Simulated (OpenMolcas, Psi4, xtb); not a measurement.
**CH2AlN (SMILES N#[C][AlH2]): methods side by side**

CH2AlN has 5 atoms, charge 0, and is taken as a singlet. SMILES: `N#[C][AlH2]`. The shape is that of a PBE0-D4/def2-TZVP optimisation.

```xyz
5

N     1.3823   -1.3460    1.3942
C     0.7142   -0.6980    0.7118
Al   -0.4072    0.3900   -0.4346
H    -1.6297   -0.3229   -1.1202
H    -0.0097    1.9032   -0.5926
```

Each level gives the HOMO–LUMO gap (eV). The values are calculated.

```tsv
level	kind	program	value (eV)	CPU time
GFN1-xTB	semi-empirical	xtb	5.47	under 2 s
HF/aug-cc-pVDZ	Hartree–Fock	OpenMolcas	12.34	9 s
SVWN5/aug-cc-pVDZ	LDA	OpenMolcas	4.34	16 s
revPBE/aug-cc-pVDZ	GGA	OpenMolcas	4.61	22 s
r2SCAN/aug-cc-pVDZ	meta-GGA	OpenMolcas	5.13	31 s
BHLYP/aug-cc-pVDZ	global hybrid	OpenMolcas	8.61	19 s
M06-2X/aug-cc-pVDZ	hybrid meta-GGA	OpenMolcas	8.42	28 s
wB97M-V/aug-cc-pVDZ	range-separated hybrid	Psi4	10.48	2.8 min
B2PLYP/aug-cc-pVDZ	double hybrid	OpenMolcas	8.83	17 s
```

The values span 4.34 to 12.34 eV. Orbital gaps aren't excitation energies, and those of double hybrids come from the SCF part alone; they tend to grow with the share of exact exchange. Times are those of the runs behind each value, whatever else they computed, on shared processors of several kinds: orders of magnitude only.

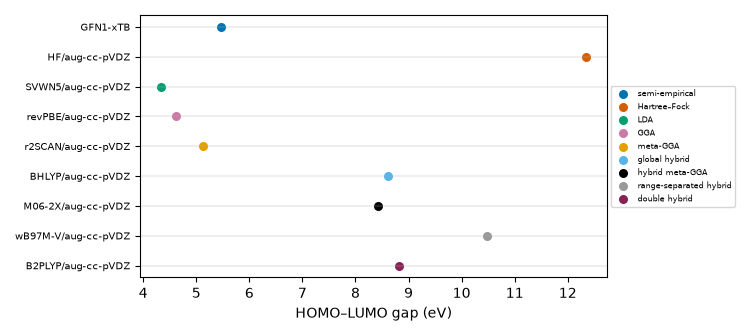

The values of the table, level by level.
